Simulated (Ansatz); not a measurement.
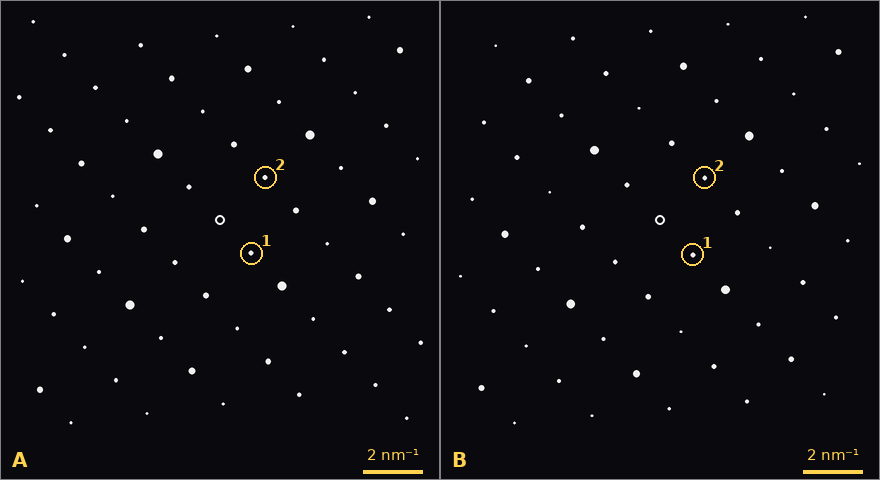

Kinematic electron diffraction patterns (200 kV, B = 0.5 Å², same scale) along [100] of the run's own cell, for the start and the end of one relaxation of RbVSe3 with Ansatz, DFT PBE, scalar-relativistic, plane waves, PAW. k mesh 8×8×6. The start is a generated model structure, and the relaxation ends in the nearest stationary point of its symmetry, not necessarily the ground state. Spot 1 is 0 0 -1 and spot 2 is 0 1 0 in both.

Start structure:

```
CELL_PARAMETERS angstrom
4.77919 0.00000 0.00000
0.00000 4.77919 0.00000
0.00000 0.00000 6.11174
ATOMIC_POSITIONS crystal
Rb 0.00000 0.00000 0.99372
V 0.50000 0.50000 0.58068
Se 0.50000 0.50000 0.94253
Se 0.00000 0.50000 0.47154
Se 0.50000 0.00000 0.47154
```

Which pattern belongs to the start structure, and which to the relaxed one?

Answer. B is the start: its cell gives d(1) = 6.112 Å, d(2) = 4.779 Å and an angle of 90.0°. A is the relaxed structure, with d(1) = 6.453 Å (+5.6 %), d(2) = 4.730 Å (-1.0 %) and 90.0°.

Name reflections whose intensity changes strongly on relaxation.

Answer. 0 1 -3 goes from 6.9 to 18 % of the strongest spot; 0 0 4 goes from 12 to 5.5 % of the strongest spot.

Summarise the relaxation behind the change.

Answer. The volume changed by +3.4 % to 28.88 Å³ an atom; with the mean shift removed, the atoms moved by up to 0.21 Å relative to the cell (Rb most); the space group stayed P4mm (No. 99); the free energy fell by 1.4 meV an atom. Relaxed cell: a = 4.730 Å, b = 4.730 Å, c = 6.453 Å, α = 90.00°, β = 90.00°, γ = 90.00°.
